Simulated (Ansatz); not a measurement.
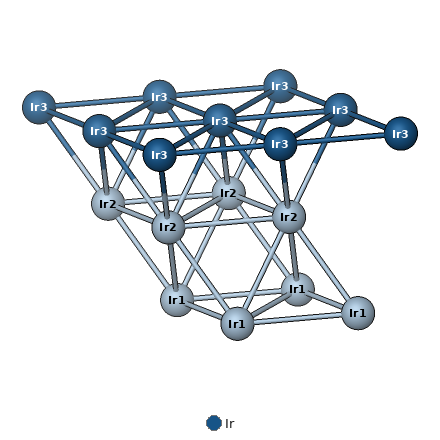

The system is O on an Ir(111) slab cut from the Fm-3m phase, its upper half relaxed before the scan (3 atoms of substrate and one adsorbate in a 1 × 1 cell); the picture shows it without the atoms that are moved over the map. O is moved over the surface cell; relaxed at each place: the height of the adsorbate's atoms; substrate rigid; the origin of the map has the adsorbate above Ir3. Places are given modulo a cell vector. The map is drawn in real space over the plane of the surface. The grid has 6 × 6 points; 10 points were computed and 26 follow by symmetry. Energies: eV, counted from the lowest grid point. With one adsorbate in each 1 × 1 cell, its nearest image is 2.7 Å away, so neighbouring adsorbates interact. The runs have no spin polarisation; a magnetic state may lie lower. The calculation used DFT PBE, scalar-relativistic, plane waves, PAW (Ansatz 0.2.0). Settings: cutoff 420 eV, k-mesh 12×12×1, gaussian smearing 0.1 eV, no spin polarisation.

Range: position of O4 along the first surface vector from 0.000 to 0.833; position of O4 along the second surface vector from 0.000 to 0.833.

What will the energy surface look like?

Answer. The lowest grid point is at a threefold hollow over a third-layer Ir atom, (4/6, 2/6) of the cell vectors. Higher local minima lie near the top site over a surface Ir atom, (0/6, 0/6) of the cell vectors (0.09 eV above the lowest at that grid point); a threefold hollow over a second-layer Ir atom, (2/6, 4/6) of the cell vectors (0.37 eV above the lowest at that grid point). The highest grid point, (2/6, 1/6) of the cell vectors [nearest 1 Ir at 1.82 Å], lies 0.89 eV above the lowest. On the interpolated surface the easiest way out of the lowest well to the well at a threefold hollow over a second-layer Ir atom, (2/6, 4/6) of the cell vectors passes a barrier of about 0.45 eV. At the lowest point the adsorbate has 3 Ir at 2.05 Å as nearest neighbours, at the highest 1 Ir at 1.82 Å. Its relaxed height above the top atom is 1.30 Å at the lowest and 1.63 Å at the highest point.

```
second ↓, first →   0/6   1/6   2/6   3/6   4/6   5/6
              5/6  0.50  0.86  0.57  0.57  0.86  0.50
              4/6  0.81  0.57  0.37  0.57  0.81  0.89
              3/6  0.38  0.57  0.57  0.38  0.45  0.45
              2/6  0.81  0.86  0.81  0.45  0.00  0.45
              1/6  0.50  0.50  0.89  0.45  0.45  0.89
              0/6  0.09  0.50  0.81  0.38  0.81  0.50
```

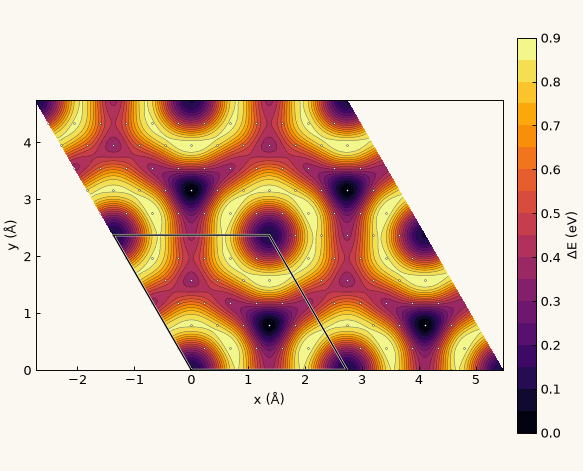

In the figure: filled contours, dots at the grid points, the outline of one cell of the 2 × 2 shown. Between grid points the surface is interpolated.

Time for the 10 points that were run: 14 min on 1 thread of Arm Neoverse V1 (shared host).

PAW datasets: the set soft_1.
